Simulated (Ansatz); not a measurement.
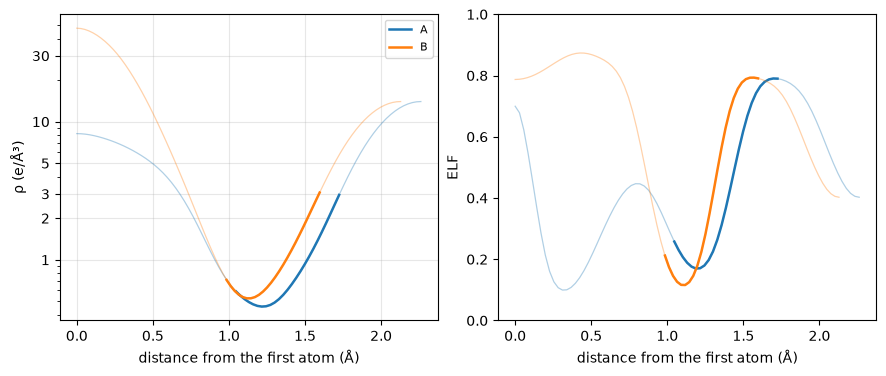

LuBiF$_{6}$. Valence pseudo-density and electron localisation function along straight lines between neighbouring atoms. Thin, pale parts lie inside the atomic spheres.

Space group R-3; a structure from a database of computed crystals, not necessarily the ambient phase; started from the KCrF6-148 prototype, which need not be the ambient phase.

Theory: Ansatz 0.2.0, DFT, PBEsol, plane waves, PAW.

Core electrons are frozen (PAW), and the valence fields are smoothed inside the atomic spheres.

**Which curve belongs to which contact (Bi–F and Lu–F)? The first atom named is at distance zero.**

Curve A: Bi–F (2.26 Å): ρ is about 0.49 e/Å³ halfway; the ELF is about 0.20 at the midpoint (no localised pair shows between them). Curve B: Lu–F (2.13 Å): ρ is about 0.56 e/Å³ halfway; the ELF peaks at about 0.80 in the valence shell of F, 0.6 Å from its nucleus, and drops to about 0.10 between the two atoms: no localised pair shows between them.
